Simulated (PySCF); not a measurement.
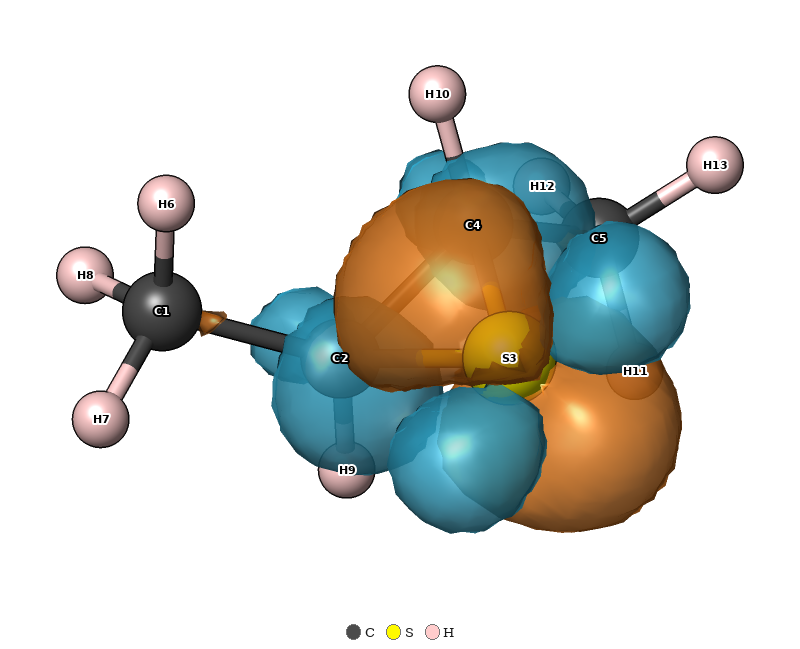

Figure 1: C4H8S, SMILES `C[CH]1S[CH]1C`. Unrelaxed difference density of S₁ less the ground state (TDA singlet states), ±0.03 e/Å³; light blue: gain, orange: loss.

Level of theory: B3LYP/6-31+G* (PySCF), at a geometry from GFN2-xTB. No frequency check shows the geometry to be a minimum. GFN2-xTB bond lengths at metals and heavier atoms can be off by up to 0.1 Å and shapes distorted, which carries into these values.

Geometry (Å), atoms numbered from 1:

```
C1      -1.9415   -0.7913   -0.0976
C2      -0.6006   -0.3691    0.4355
S3       0.0009    1.2850    0.0000
C4       0.5999   -0.3695   -0.4355
C5       1.9404   -0.7927    0.0976
H6      -2.0584   -0.4726   -1.1310
H7      -2.7428   -0.3524    0.4930
H8      -2.0302   -1.8764   -0.0506
H9      -0.4366   -0.6085    1.4822
H10      0.4358   -0.6086   -1.4822
H11      2.0576   -0.4743    1.1311
H12      2.0284   -1.8779    0.0504
H13      2.7421   -0.3543   -0.4930
```

Q: How does the charge move on excitation?

A: 0.75 e is displaced in all, of which about 0.3 e passes between atoms: S3 (0.34 e) loses electrons and C2 and C4 (0.12 e each) gain them. The state: 4.78 eV (259 nm), f = 0.000 (very weak); the leading pair carries 100 %; hole on S3 (82 %), electron on S3 (47 %) and C2 and C4 (17 % each); their centroids lie 0.4 Å apart.
